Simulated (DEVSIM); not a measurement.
Structure: W/SiO2/n-Si capacitor, at 300 K.

| layer (left to right) | material | thickness (nm) | Nd (cm⁻³) |
|---|---|---|---|
| 1 | SiO2 | 2.80 | - |
| 2 | Si | 4500 | 1.6e16 |

Metal gate on the left, work function 4.6 eV. Fixed charge at the semiconductor interface 2.5e12 cm⁻² (in units of +e); no interface traps.

Constants are typed, rounded textbook-type inputs, not results; the design itself was drawn at random and stands for no fabricated device. Values at 300 K.

```tsv
parameter	SiO2	Si
gap (eV)	9	1.124
affinity (eV)	0.9	4.05
permittivity	3.9	11.7
Nc (cm⁻³)	-	2.86e19
Nv (cm⁻³)	-	3.1e19
```

DEVSIM, 1D Poisson equation in equilibrium, Boltzmann statistics, complete ionisation; no quantum confinement or tunnelling. Metal contacts follow the ideal Schottky-Mott rule: no Fermi-level pinning, no interface dipoles.

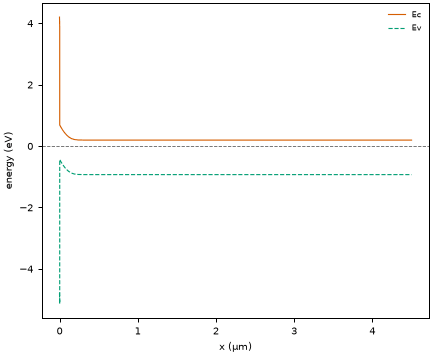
Fig. 1. Band edges at -0.5 V on the gate

Energies count from the Fermi level of the right contact; mesh points crowd at the junctions.

| x (μm) | Ec (eV) | Ev (eV) | n (cm⁻³) | p (cm⁻³) | field (V/cm) |
|---|---|---|---|---|---|
| 0.000 | 4.200 | -4.800 | < 1e2 | < 1e2 | -1300000 |
| 0.0009271 | 4.079 | -4.921 | < 1e2 | < 1e2 | -1300000 |
| 0.001945 | 3.946 | -5.054 | < 1e2 | < 1e2 | -1300000 |
| 0.002840 | 0.685 | -0.439 | 8.8e7 | 1.3e12 | -48000 |
| 0.004957 | 0.675 | -0.449 | 1.3e8 | 9.0e11 | -47000 |
| 0.008632 | 0.658 | -0.466 | 2.5e8 | 4.6e11 | -47000 |
| 0.01688 | 0.620 | -0.504 | 1.1e9 | 1.1e11 | -45000 |
| 0.04236 | 0.515 | -0.609 | 6.4e10 | 1.8e9 | -38000 |
| 0.09041 | 0.360 | -0.764 | 2.6e13 | 4500000 | -26000 |
| 0.1887 | 0.213 | -0.911 | 7.5e15 | 15000 | -5400 |
| 0.3959 | 0.194 | -0.930 | 1.6e16 | 7300 | -12 |
| 1.091 | 0.194 | -0.930 | 1.6e16 | 7300 | ≈ 0 |
| 2.328 | 0.194 | -0.930 | 1.6e16 | 7300 | ≈ 0 |
| 3.471 | 0.194 | -0.930 | 1.6e16 | 7300 | ≈ 0 |
| 4.130 | 0.194 | -0.930 | 1.6e16 | 7300 | ≈ 0 |
| 4.327 | 0.194 | -0.930 | 1.6e16 | 7300 | ≈ 0 |
| 4.420 | 0.194 | -0.930 | 1.6e16 | 7300 | ≈ 0 |
| 4.465 | 0.194 | -0.930 | 1.6e16 | 7300 | ≈ 0 |
| 4.490 | 0.194 | -0.930 | 1.6e16 | 7300 | ≈ 0 |
| 4.497 | 0.194 | -0.930 | 1.6e16 | 7300 | ≈ 0 |
| 4.501 | 0.194 | -0.930 | 1.6e16 | 7300 | ≈ 0 |
| 4.503 | 0.194 | -0.930 | 1.6e16 | 7300 | ≈ 0 |
